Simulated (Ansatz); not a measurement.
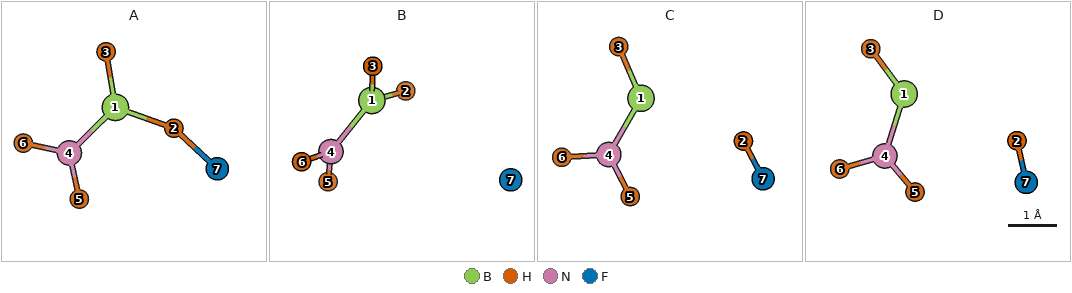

4 geometries from a converged minimum-energy path of BNH4F (multiplicity 2), made up at the start of BNH4 and F, shuffled. A ball-and-stick model, seen at a tilt.

The calculation used UHF/def2-SVP in Ansatz. Settings: 5 movable images; climbing image; force threshold 0.03 eV/Å; iteration limit 60; starting path through a guess of the saddle point.

### One of them is the converged climbing image. Which?

A. In order along the path, whose images run from 0 to 6: B (image 0, 0.0 kJ/mol), A (image 3, +66.1 kJ/mol), C (image 5, −36.4 kJ/mol), D (image 6, −38.5 kJ/mol). A hydrogen atom shifts from one atom to another. Breaking: B1–H2 (1.20 → 1.32 at the top → 2.60 Å). Forming: H2–F7 (3.23 → 1.28 at the top → 0.91 Å).

Limits of the set-up: the start holds two separate molecules, 3.2 Å apart at their closest, whose relative position is a soft coordinate and is computed without a dispersion correction; Hartree-Fock leaves out electron correlation.
